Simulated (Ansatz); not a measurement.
The reference is CdTe in the wurtzite structure (space group P6_3mc, No. 186; a = 4.632 Å, c = 7.597 Å; a cell from a computed database, its experimental status unchecked). Axes: x lies along a and z along c of the hexagonal cell.

Now apply this change: biaxial strain +1.82 %, plane normal [001], relaxed out of plane (Cartesian); in-plane vectors clamped, the third vector and the atoms free.

Level of theory: Ansatz (an electronic-structure program) r2SCAN, no SOC, earlier PAW set.

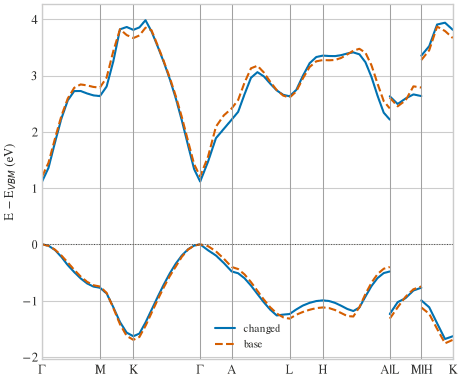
*Highest valence and lowest conduction band along the path, each from its own valence-band maximum*

Q: From the figure, how large is the changed gap, and is it direct?

A: About 1.1 eV, direct at Γ.

Spin-orbit coupling, missing from the scalar runs, can matter with Te. Whether these cells are dynamically stable was not tested. This is not the structure that CdTe has at room temperature and ambient pressure.
